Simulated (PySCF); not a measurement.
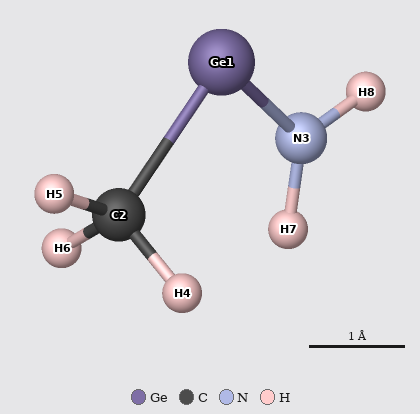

Figure 1. The structure as given in the input (ball-and-stick view, seen at a tilt; atoms are numbered from 1 in the order of the input). Sticks mark near contacts.

**Excited-state calculation of CH₅GeN**

System: CH₅GeN.
Method: TDDFT CAM-B3LYP/def2-SVPD, vertical, gas phase, core orbitals frozen in the response (PySCF 2.14.0).

The geometry comes from this level: PBE0-D3(BJ)/def2-SVP.

The program's output:
```
coarse grid: 30080 points
cycle   1  E = -2172.5685267111  dE = -6.611e-01  |g| = 5.204e-01  |ddm| = 3.195e+00
cycle   2  E = -2172.5451953815  dE =  2.333e-02  |g| = 6.251e-01  |ddm| = 9.700e-01
cycle   3  E = -2172.6185972654  dE = -7.340e-02  |g| = 6.507e-02  |ddm| = 5.295e-01
cycle   4  E = -2172.6195126214  dE = -9.154e-04  |g| = 2.505e-02  |ddm| = 7.522e-02
cycle   5  E = -2172.6196590549  dE = -1.464e-04  |g| = 3.176e-03  |ddm| = 3.065e-02
cycle   6  E = -2172.6196630669  dE = -4.012e-06  |g| = 6.627e-04  |ddm| = 9.152e-03
final grid: 62104 points
cycle   7  E = -2172.6196523932  dE = -1.822e-07  |g| = 5.154e-04  |ddm| = 3.158e-03
cycle   8  E = -2172.6196523886  dE =  4.577e-09  |g| = 5.869e-04  |ddm| = 1.426e-03
cycle   9  E = -2172.6196524727  dE = -8.407e-08  |g| = 6.760e-05  |ddm| = 5.406e-04
cycle  10  E = -2172.6196524740  dE = -1.315e-09  |g| = 2.950e-05  |ddm| = 1.390e-04
cycle  11  E = -2172.6196524742  dE = -2.774e-10  |g| = 9.317e-06  |ddm| = 1.049e-04
```

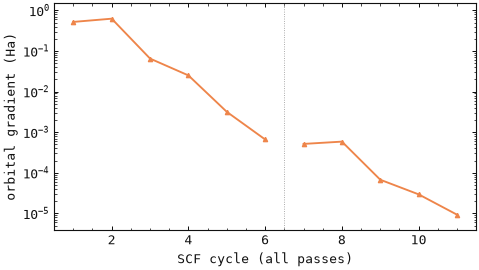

Figure 2. Convergence of the self-consistent field: orbital gradient against the SCF cycle. The dotted line marks the change from a coarse to the final integration grid. The first 6 cycles use a coarse grid, the final grid takes over at cycle 7, and the field converges after 11 cycles in all.

```
converged SCF energy = -2172.6196524742

Static polarisability (au): isotropic 56.906, principal 45.731 58.745 66.243

Singlet excitations
state   eV       nm        f      main configurations
  1   3.6530    339.4   0.03032   H->L 0.99
  2   5.8134    213.3   0.01797   H-1->L 0.64, H->L+1 0.30
  3   6.2186    199.4   0.17755   H->L+1 0.63, H-1->L 0.33
  4   6.3087    196.5   0.15113   H->L+2 0.92
  5   6.6163    187.4   0.02407   H-2->L 0.97
  6   6.9060    179.5   0.40760   H->L+3 0.94

Triplet excitations (Tamm-Dancoff, eV): 2.5062 4.4632
Vertical ionisation energy (delta-SCF) = 8.5724 eV
Vertical electron affinity (delta-SCF) = -0.4651 eV
```

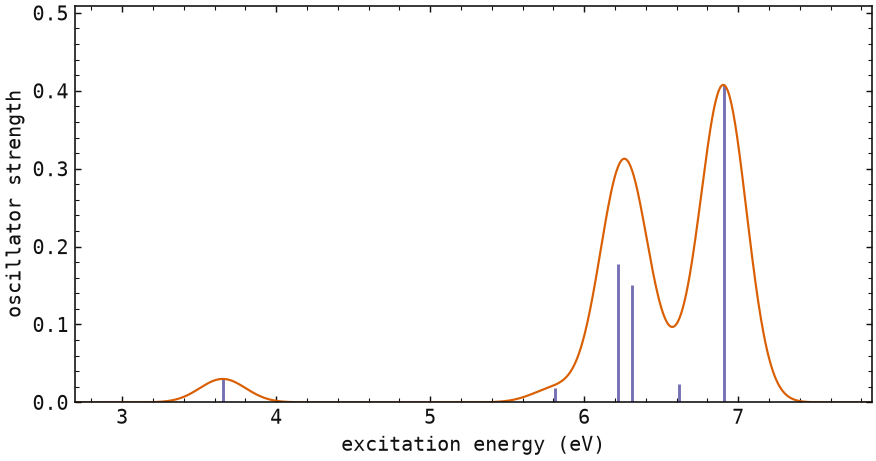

Figure 3. Computed excitations as sticks (degenerate states added up, dark ones marked on the axis), with a Gaussian envelope of 0.35 eV full width at half maximum, scaled to the tallest. Of the 6 states the lowest lies at 3.65 eV (f = 0.030); the strongest line is at 6.91 eV, or 180 nm (f = 0.408).

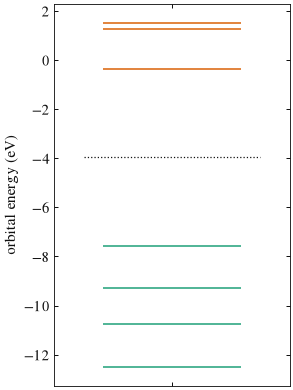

Figure 4. Orbital energies near the frontier; the dotted line parts filled from empty levels, and levels within 0.02 eV of each other stand side by side. Highest filled −7.57 eV, lowest empty −0.36 eV, 7.21 eV apart.

The run was set up as follows.

Input file:
```
{"job": {"kind": "uv", "xc": "CAM-B3LYP", "basis": "def2-SVPD", "nstates": 6, "ntriplets": 2, "ip": true}, "charge": 0, "multiplicity": 1}
Ge     1.343321     0.111693     0.259126
C     -0.395136     1.102700     0.365961
N      0.635909    -1.397893    -0.463613
H     -1.089962     0.579463     1.045048
H     -0.254861     2.127273     0.740759
H     -0.871700     1.157326    -0.627466
H     -0.342670    -1.548644    -0.693215
H      1.207212    -2.205497    -0.687704
```

The first line tells a small driver script what to run in PySCF; the rest is the geometry in Å.

Launch command:
```bash
OMP_NUM_THREADS=1 python <driver script> task.json out
```

Results in brief:

```csv
quantity,value
outcome,converged
total energy,−2172.619652 hartree
HOMO,−7.57 eV
LUMO,−0.36 eV
dipole moment,1.35 D
mean polarisability,56.91 a.u.
vertical ionisation energy,8.57 eV
vertical electron affinity,−0.47 eV
lowest singlet excitation,3.65 eV
hardware,"1 CPU thread, shared host"
wall time,38 s
peak memory,0.55 GiB
```

Remarks:

Spin–orbit coupling is left out, which matters for the heavy atoms.
